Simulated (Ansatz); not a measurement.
## Electronic structure of C$_{3}$H$_{9}$B in real space

```xyz
13

B    -0.0426   -0.0234   -0.1022
C     1.1869    0.5726    0.7098
C    -1.3005   -0.1004    0.8336
H    -0.8618    0.0176    1.8213
C     0.0592   -0.4984   -1.6008
H     1.5316   -0.2386    1.3860
H     2.0694    0.9014    0.1318
H     0.8761    1.3954    1.3800
H    -1.9528    0.7796    0.6600
H    -1.9394   -0.9968    0.7624
H     0.3022    0.3668   -2.2495
H    -0.8438   -0.9860   -2.0046
H     0.9155   -1.1897   -1.7280
```

Not at a stationary point (largest force 1.0 eV/Å).

Theory: RKS PBE/6-31G* (Ansatz).

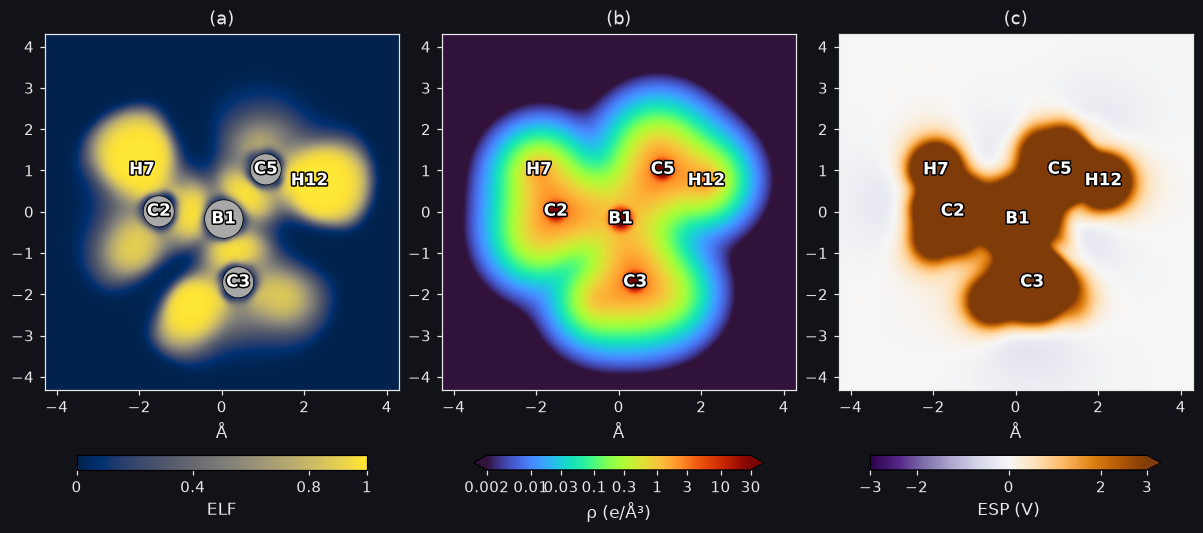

Figure 1. (a) electron localisation function; (b) electron density; (c) electrostatic potential on the plane of atoms C3, B1 and C5. Grey discs cover the atomic cores in the ELF map.

What do the fields say about this system?

Answer. The plane passes through B, C and H nuclei. C–B (1.57 Å): ρ at the midpoint is about 1.4 e/Å³; the ELF peaks at about 0.95 between the atoms, as expected for a covalent bond. C–H (1.10 Å): ρ at the midpoint is about 1.9 e/Å³; the ELF climbs to about 1 towards the hydrogen, as it does in any bond to H: a covalent bond by its length. Outside the dense part of the molecule the potential is most negative (−0.4 V) near C3.

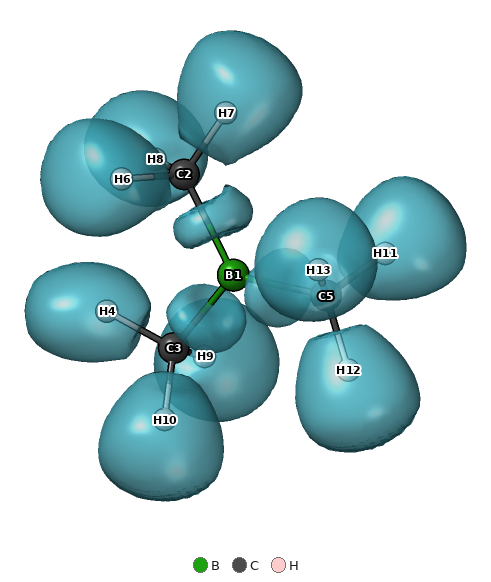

Figure 2. Isosurface of the electron localisation function at 0.8 (cyan), seen at a tilt. Core shells and regions of very low density are left out.

Describe the localisation domains.

Answer. At this value the surface marks out three regions between bonded B–C atoms (shared pairs) and nine regions around hydrogen nuclei.


 C–H (1.09 Å): the ELF climbs to about 1 towards the hydrogen; an ordinary covalent bond to hydrogen.

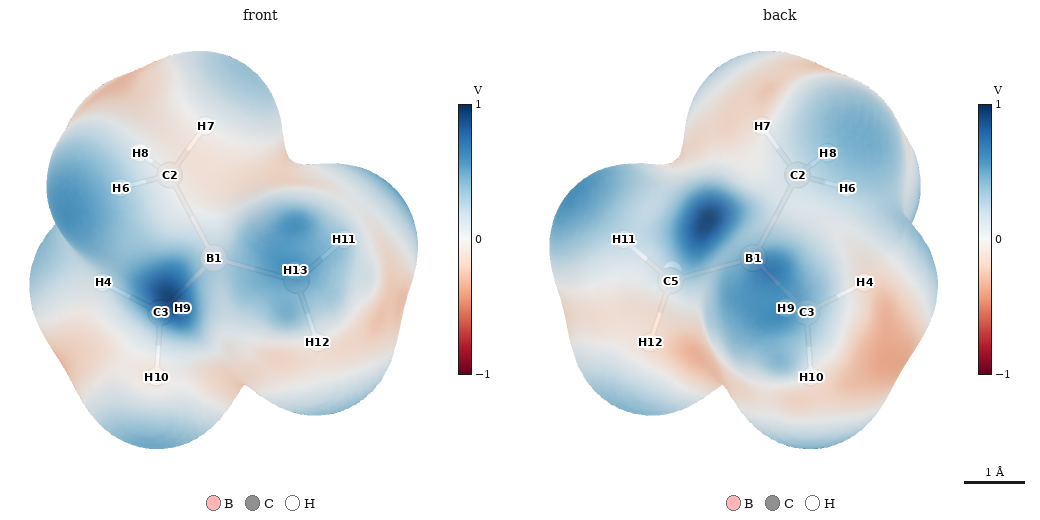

Figure 3. The electrostatic potential painted on the density surface at 0.002 e/bohr³, seen from the front and from behind; the colour scale runs from red (negative) to blue (positive).

Where is the surface potential most negative and most positive?

Answer. The most negative region (about −0.4 V) lies over C3 and C5, the most positive (about +0.9 V) over B1.
